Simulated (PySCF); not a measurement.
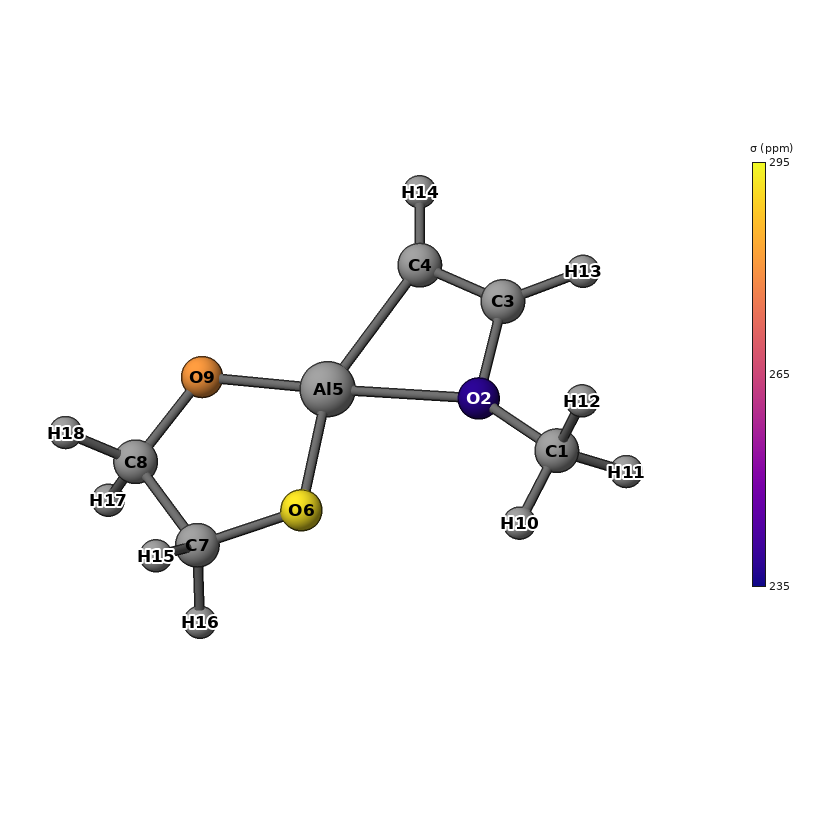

Atoms are coloured by their isotropic NMR shieldings (O only, the others grey). The geometry was computed by an optimisation with GFN2-xTB. No frequency run is at hand to confirm it as a minimum. Level of theory: GIAO PBE0/pcSseg-1 NMR shielding, non-relativistic, gas phase (PySCF 2.14.0).

Give the isotropic NMR shieldings of the O atoms atom by atom.

```tsv
atom	σ (ppm)
O2	238.1
O6	291.8
O9	280.6
```

The geometry is semi-empirical. Around Al such bond lengths and angles can be off by a tenth of an ångström or more and by several degrees, and values that hang on the shape move with them.
